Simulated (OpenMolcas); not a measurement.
# How basis sets differ on H3PO (SMILES OP)

H3PO has 5 atoms, charge 0, and is taken as a singlet. As SMILES, `OP`. The shape is that of a GFN2-xTB optimisation. This is one conformer, not always the lowest.

```xyz
5

O     0.3269   -0.5385    0.7645
P     0.0756    0.2354   -0.6651
H     1.1035   -1.0999    0.7600
H    -1.2875   -0.0816   -0.7622
H    -0.2185    1.4846   -0.0973
```

Each level gives the HOMO–LUMO gap (eV). The values are calculated.

| level | kind | program | value (eV) | CPU time |
| --- | --- | --- | --- | --- |
| HF/ANO-R0 (sfX2C) | Hartree–Fock | OpenMolcas | 14.07 | 1.7 s |
| HF/ANO-RCC-MB (DKH2) | Hartree–Fock | OpenMolcas | 17.01 | 2 s |
| HF/STO-3G | Hartree–Fock | OpenMolcas | 19.90 | 1.6 s |
| HF/3-21G | Hartree–Fock | OpenMolcas | 14.48 | 1.9 s |
| HF/def2-SVP | Hartree–Fock | OpenMolcas | 14.22 | 2.5 s |
| HF/def2-SVPD | Hartree–Fock | OpenMolcas | 12.72 | 3.9 s |
| HF/aug-cc-pVDZ | Hartree–Fock | OpenMolcas | 11.21 | 5.5 s |

The values span 11.21 to 19.90 eV. A Hartree–Fock LUMO above zero doesn't converge with the basis: it sinks as sets grow more diffuse. Orbital gaps aren't excitation energies. CPU times are rough (shared hosts, several kinds of processor): they show what a rung costs within a factor of a few.

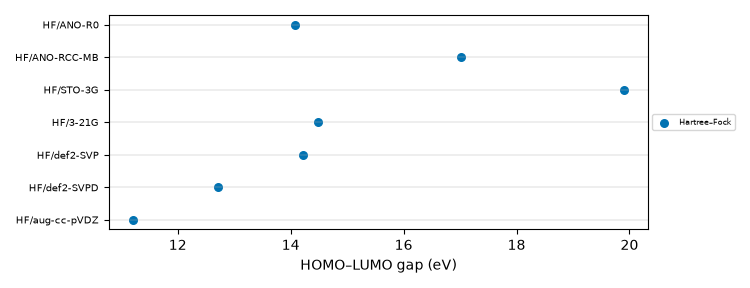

The values of the table, level by level.
